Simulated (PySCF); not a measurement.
**C2H6Cl2OSi2: electronic excitations**

Wanted: the electronic excitations of C2H6Cl2OSi2 (`Cl[C@@H]1C[SiH2]O[Si@H]1Cl`), by calculation.

Computed with PySCF 2.14.0, with density-fitted response routines of our own, on a single molecule in the gas phase. Atoms are numbered from 0 throughout.

### Step 1. Starting geometry

13 atoms, charge 0, multiplicity 1; geometry from: GFN2-xTB.

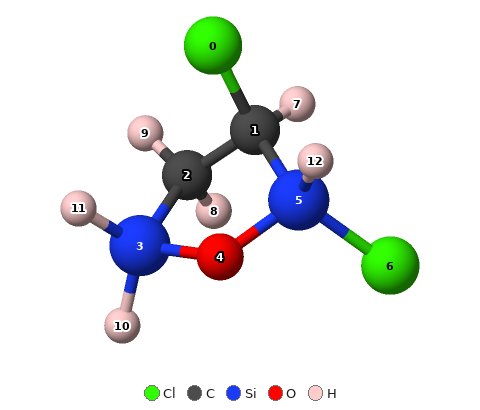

The starting geometry (chlorine green, carbon dark grey, silicon blue, oxygen red, hydrogen pink), atoms numbered.

### Step 2. TDDFT and polarisability: wB97X-D/def2-SVPD

What the job is given:

```
{"job": {"kind": "uv", "xc": "wB97X-D", "basis": "def2-SVPD", "nstates": 8, "ntriplets": 3}, "charge": 0, "multiplicity": 1}
Cl     0.126593     1.328896     2.047376
C      0.352526     1.111452     0.277856
C     -0.981670     0.701068    -0.340636
Si    -1.147406    -1.190818    -0.110188
O      0.466159    -1.542821    -0.062006
Si     1.573333    -0.361123     0.072806
Cl     2.629883    -0.232139    -1.616972
H      0.687513     2.083165    -0.086397
H     -0.939958     0.932879    -1.408047
H     -1.799033     1.287170     0.077955
H     -1.656385    -1.882676    -1.284184
H     -1.698006    -1.595630     1.174577
H      2.382064    -0.638937     1.240133
```

Method: TDDFT wB97X-D/def2-SVPD, vertical, gas phase, core orbitals frozen in the response.

On the command line:

```console
> OMP_NUM_THREADS=1 python probes_run.py task.json out
```

One launch serves the whole session: the jobs run in the order shown.

What will the session give for the following? lowest singlet (wB97X-D/def2-SVPD); brightest single state of those computed; lowest triplet. Wanted: lowest singlet; brightest single state of those computed; lowest triplet.

As calculated:

| quantity | value |
| --- | --- |
| lowest singlet (wB97X-D/def2-SVPD) | 6.83 eV (182 nm), f = 0.016 |
| brightest single state of those computed | state 7, 8.22 eV, f = 0.052 |
| lowest triplet | 6.15 eV |

The lowest singlet, at 6.83 eV, is HOMO→LUMO+1 0.60, HOMO→LUMO 0.21 and is weak; of the 8 states computed, the strongest absorption comes from states 7 to 8 together at 8.22 eV (the last computed, so partners may be missing). The lowest triplet lies 0.68 eV below the lowest singlet (triplets in Tamm-Dancoff, singlets in full TDDFT).
